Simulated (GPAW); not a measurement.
# Surface energy and work function of Mg(0001) from slabs of 3 to 12 layers (LDA)

How do energy and work function of Mg(0001) films settle with thickness, and what surface energy follows?

**Method.** GPAW 26.7.0, plane waves at 450 eV with PAW setups; symmetric 1×1 slabs cut at the tabulated lattice constant (two decimals; low-temperature values for the alkali metals), atoms at bulk places, 7.5 Å of vacuum on each side, one in-plane mesh for all thicknesses, Fermi-Dirac smearing of 0.1 eV. Energies are extrapolated to zero smearing and count from the program's reference atoms. Functional LDA. The cell's area is 8.924 Å².

The runs, one held back:

| layers | energy (eV) | work function (eV) |
| --- | --- | --- |
| 3 | −4.8714 | 3.91 |
| 4 | −6.7544 | 3.89 |
| 5 | −8.6259 | 3.86 |
| 6 | −10.5026 | 3.84 |
| 7 | −12.3617 | 3.82 |
| 8 | −14.2272 | 3.80 |
| 9 | −16.0939 | 3.82 |
| 10 | −17.9595 | 3.83 |
| 11 | −19.8220 | 3.83 |
| 12 | ? | ? |

**Question.** What surface energy do these runs give, and what energy and work function should the 12-layer slab have?

**Working.** A slab of n layers has E(n) = nε + 2Aγ once its middle is bulk-like. A line through n = 6 to 11 has the slope ε = −1.8645 eV a layer and the intercept 2Aγ = 0.6870 eV (r.m.s. residual 1.8 meV). So γ = 0.6870 / (2 × 8.924 Å²) = 0.0385 eV/Å² = 0.62 J/m², with a standard error of under 0.01 J/m² from the scatter about the line. For 12 layers: 0.6870 + 12 × (−1.8645) = −21.687 eV; the run gives −21.693 eV, 5.8 meV under the line. The work function has no such law: from 6 to 11 layers it moves between 3.80 and 3.84 eV (mean 3.82), and the 12-layer slab gives 3.83 eV. The thinnest slab, 3 layers, lies +0.09 eV from that mean.

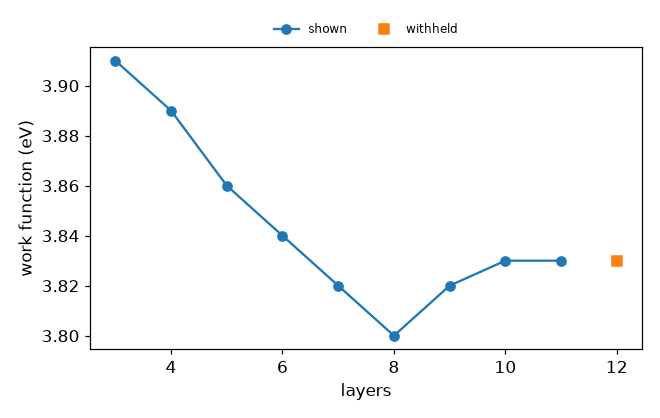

Work function against thickness.

**Limits.** The surfaces are unrelaxed, so γ is an upper bound for this functional and lattice constant. The tabulated lattice constant isn't the functional's own, which strains the slab a little.
